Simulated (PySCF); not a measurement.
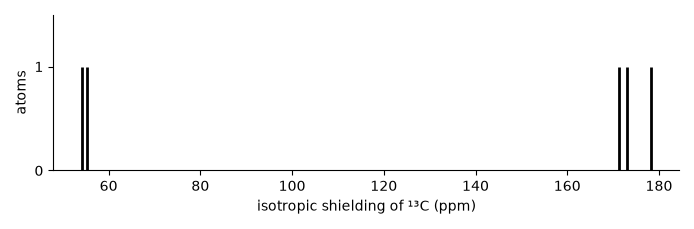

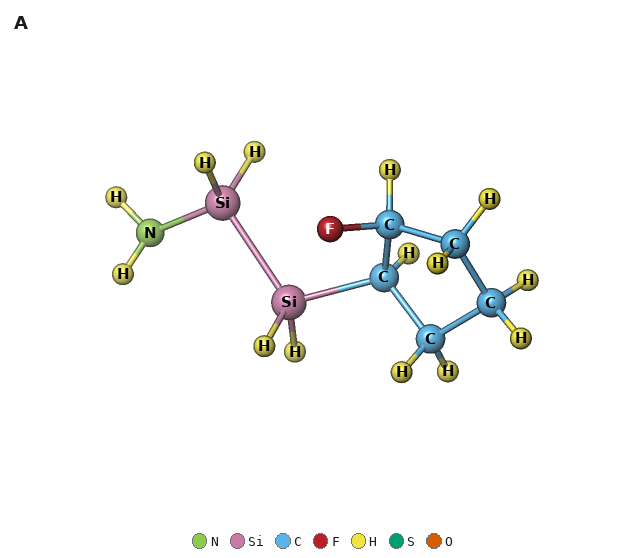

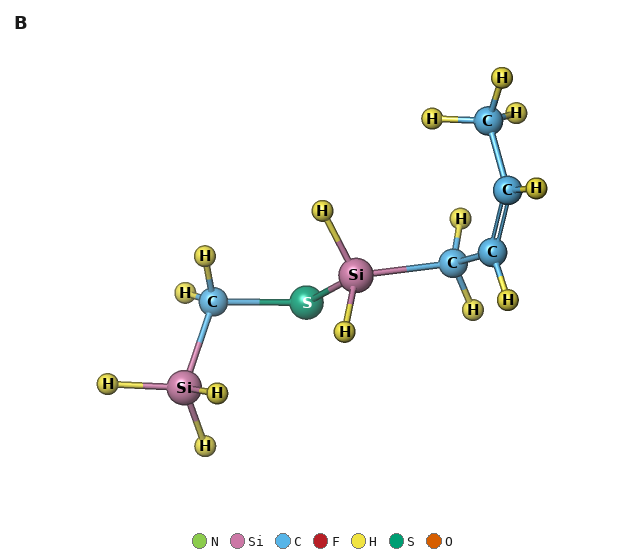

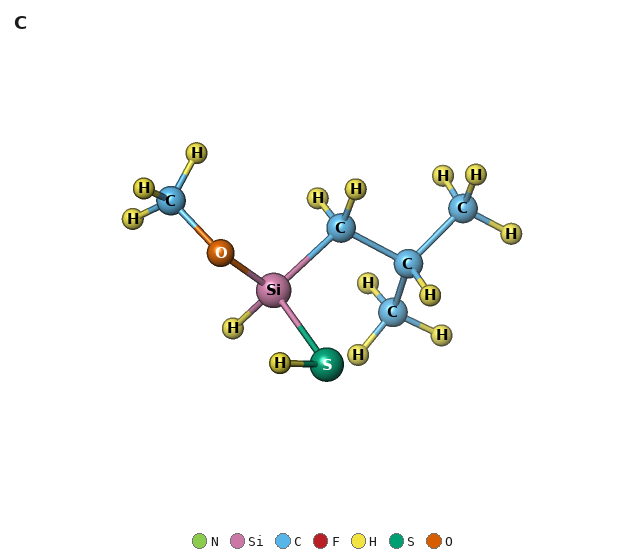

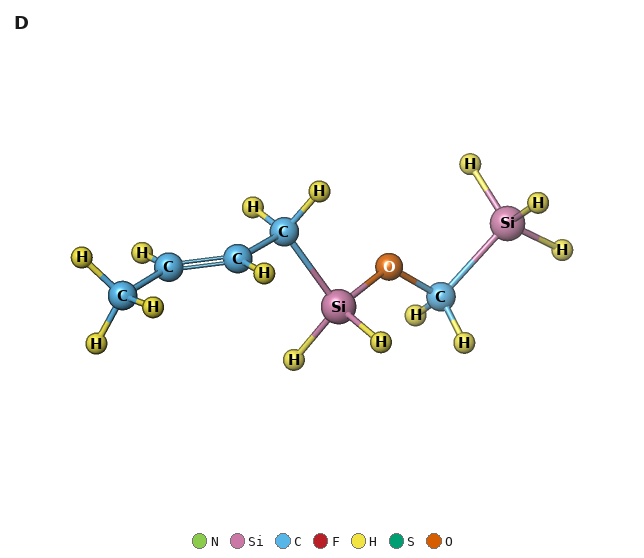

The sticks are computed shieldings of one of the molecules, for one fixed geometry (GFN2-xTB) without averaging over rotations. Low shielding means a high chemical shift. Method: GIAO PBE0/pcSseg-1 NMR shielding, non-relativistic, gas phase (PySCF 2.14.0).

Which molecule gives this pattern?

B, `C/C=C\C[SiH2]SC[SiH3]`. Its 5 C atoms give lines at 54.1, 55.2, 171.3, 173.0, 178.3 ppm.

The geometry is semi-empirical. Around Si such bond lengths and angles can be off by a tenth of an ångström or more and by several degrees, and values that hang on the shape move with them.
